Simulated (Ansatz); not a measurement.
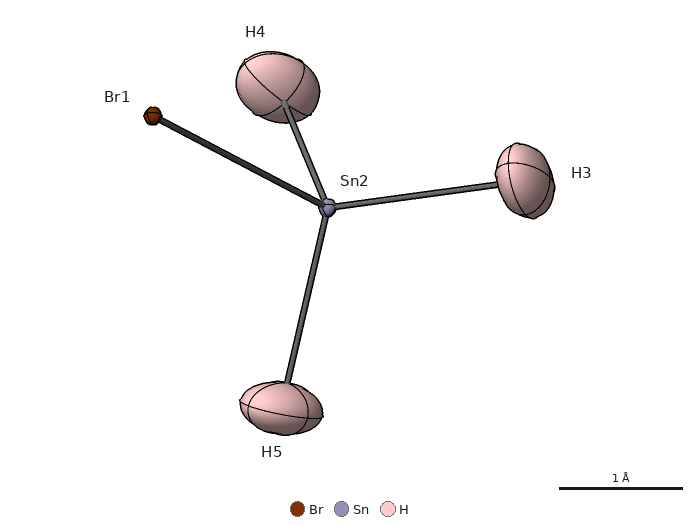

Displacement ellipsoids at the 50 % level, enlarged 1.5 times, from the internal vibrations of the free molecule (harmonic, no overall translation or rotation; no half-axis is drawn under 0.075 Å). Vibrations computed with RKS PBE0-D4/def2-TZVP, core potentials on Sn (Ansatz 0.2.0). Temperature: 100 K.

Which atom moves most?

Answer. H3, H4, H5, with U_eq = 0.0183 Å².

Does H3 move more along its bond or across it?

Answer. Across it: the root-mean-square amplitude is 0.092 Å along the bond and up to 0.175 Å across, since bending and torsion are softer than stretching.

Give the displacement parameters, one line for each set of equivalent atoms.

| atom | U_eq (Å²) | rms amplitudes (Å) |
| --- | --- | --- |
| Br1 | 0.00017 | 0.002, 0.002, 0.023 |
| Sn2 | 0.00008 | 0.003, 0.003, 0.015 |
| H3, H4, H5 | 0.0183 | 0.092, 0.127, 0.175 |
